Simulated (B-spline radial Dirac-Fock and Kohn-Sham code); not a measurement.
Tellurium in charge state +2 (Te²⁺) in the configuration [Kr] 4d10 5s1 5p3, which is not the ground configuration. Method: the impulse approximation on Dirac–Fock orbitals (average of configuration) (computed with a B-spline radial code). Open shells are averaged over j.

Before looking at the plot, say what to expect. Its caption: Compton profiles of the subshells 1s1/2, 2s1/2, 4p3/2 and 5p3/2, per electron.

1s1/2: J(0) = 0.0156, half width 28 a.u., ⟨p⟩ = 48.1 a.u.; 2s1/2: J(0) = 0.0559, half width 7.5 a.u., ⟨p⟩ = 17.0 a.u.; 4p3/2: J(0) = 0.197, half width 2.2 a.u., ⟨p⟩ = 4.10 a.u.; 5p3/2: J(0) = 0.582, half width 0.77 a.u., ⟨p⟩ = 1.32 a.u. Of these the tallest at pz = 0 is 5p3/2.

The computed plot:

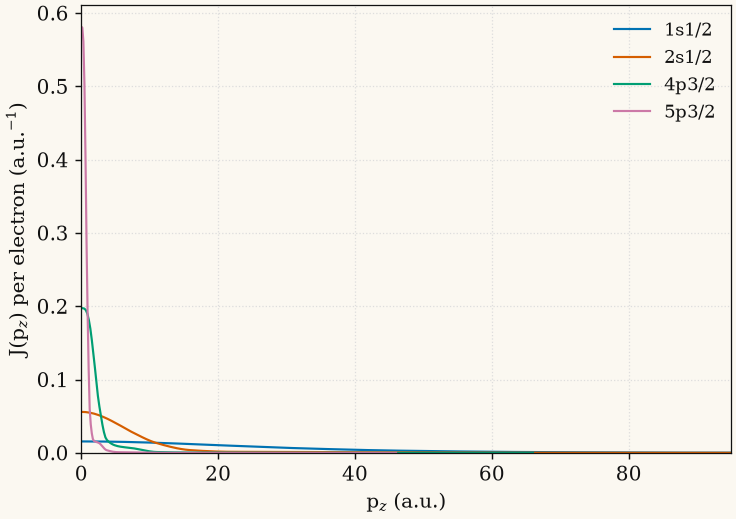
